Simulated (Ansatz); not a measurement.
**Response to strain in SnPt**

The reference is SnPt in the NiAs type structure (space group P6_3/mmc, No. 194; relaxed with 0.1 eV smearing).

```yaml
crystal:
  lattice:
    - [4.12505, 0.00000, 0.00000]
    - [-2.06252, 3.57240, 0.00000]
    - [0.00000, 0.00000, 5.44015]
  atoms:
    - { symbol: Sn, position: [0.66667, 0.33333, 0.75000] }
    - { symbol: Sn, position: [0.33333, 0.66667, 0.25000] }
    - { symbol: Pt, position: [0.00000, 0.00000, 0.50000] }
    - { symbol: Pt, position: [0.00000, 0.00000, 0.00000] }
```

Cartesian axes are those of the cell as printed.

Strains are applied to the cell and any free atomic positions relax; under biaxial strain the out-of-plane vector relaxes too.

Level of theory: PBEsol (Ansatz, a first-principles code, PAW, without spin-orbit coupling).

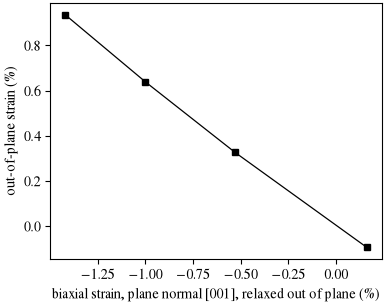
Fig. 1. Out-of-plane strain against biaxial strain, plane normal [001], relaxed out of plane

From the plot, what is the out-of-plane strain for biaxial strain −0.53 %, plane normal [001], relaxed out of plane?

About 0.33 %.

Is the trend monotonic over the range shown?

Yes, it falls throughout, spanning -0.09 % to +0.94 %.

No phonon test of stability was made. All final runs are without spin polarisation.
